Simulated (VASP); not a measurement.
Band structure of Ir (fcc). Calculation: AM05 GGA, VASP's PBE PAW potentials (set 64) (plane waves; VASP).

Unless said otherwise, spin-orbit coupling is left out, though it shifts the bands of the heavy elements here.

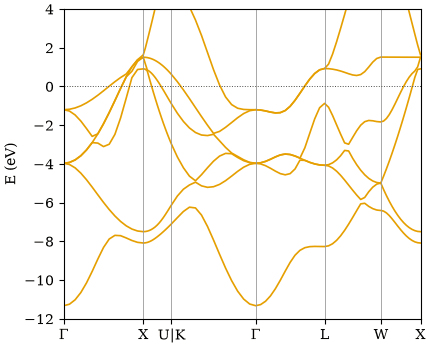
*Bands along high-symmetry lines, zero at the valence-band maximum or, without a gap, the Fermi level*

**Question.** Read the plot: is there a gap, and where are the band edges?

**Answer.** It has no gap at this level: it comes out as a metal or semimetal. (Edges off the drawn lines would not show.)

The compound is Ir in the fcc structure. It was relaxed first.
